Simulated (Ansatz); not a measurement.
```yaml
atoms:
  - { symbol: Si, position_ang: [-0.7816, 0.3641, 0.3661] }
  - { symbol: Si, position_ang: [1.7560, -0.0018, 2.0730] }
  - { symbol: H, position_ang: [1.0002, -1.0188, 2.8637] }
  - { symbol: H, position_ang: [3.2224, -0.3286, 2.1056] }
  - { symbol: H, position_ang: [1.5263, 1.3838, 2.5804] }
  - { symbol: H, position_ang: [1.3726, -0.0663, 0.6015] }
  - { symbol: H, position_ang: [-0.0519, 0.9417, -0.8734] }
  - { symbol: O, position_ang: [-1.2160, -1.1132, -0.3390] }
  - { symbol: Si, position_ang: [-2.0346, -2.4423, 0.2853] }
  - { symbol: H, position_ang: [-2.5216, -2.1836, 1.6849] }
  - { symbol: H, position_ang: [-3.2044, -2.7476, -0.6010] }
  - { symbol: H, position_ang: [-1.1080, -3.6225, 0.3003] }
```

Method: Ansatz 0.2.0, RKS PBE/6-31G*.

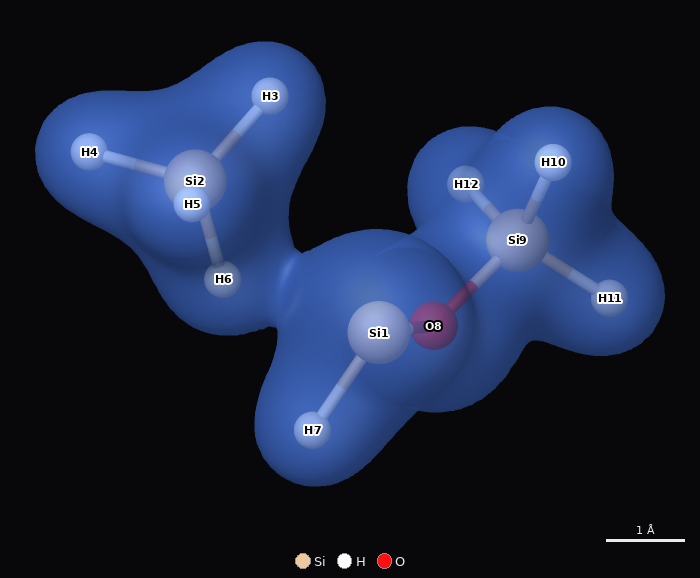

H₄OSi₂···SiH₄. Isosurface of the electron density at 0.15 e/Å³ (blue), seen at a tilt.

Q: Which contacts does the surface bridge?

A: At this value the surface is in one piece. It bridges the sampled Si···H (2.21 Å), Si–O (1.68 Å) and Si–H (1.49 Å) contacts, where the density stays above the isovalue. On the grid the lowest density along these lines, outside the cores, is 0.18 e/Å³ (Si···H, 2.21 Å), 0.87 e/Å³ (Si–O, 1.68 Å) and 0.76 e/Å³ (Si–H, 1.49 Å).
